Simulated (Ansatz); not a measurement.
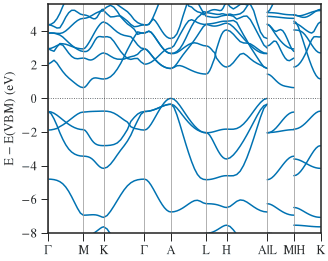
Fig. 1. Band structure from r²SCAN (plane waves, PAW; program Ansatz)

Q: Read off the gap and where the band edges lie.

A: About 0.6 eV (0.63 eV by a search for the band edges); maximum at A, minimum at M.

Q: Which compound is it?
A. YZnCuP2, P3m1 (Pearson symbol hP5)
B. ScAgSe2, P-3m1 (Sc on 1a, Ag on 1b, Se on 2d)
C. CaAlSiH, P3m1 (Ca on 1a, Al on 1c, Si on 1b, H on 1c)
D. Se, P3_221 (Se on 3b)

A: C, CaAlSiH, P3m1 (Ca on 1a, Al on 1c, Si on 1b, H on 1c)

The workflow started from a Materials Project entry (that database holds measured and hypothetical structures alike); the Crystallography Open Database copy checked does not list it. Its standing as an ambient phase is unchecked. Symmetry was held in the r²SCAN relaxation; whether a distortion lowers the energy is not shown.

Potentials: the later of the program's two PAW sets.
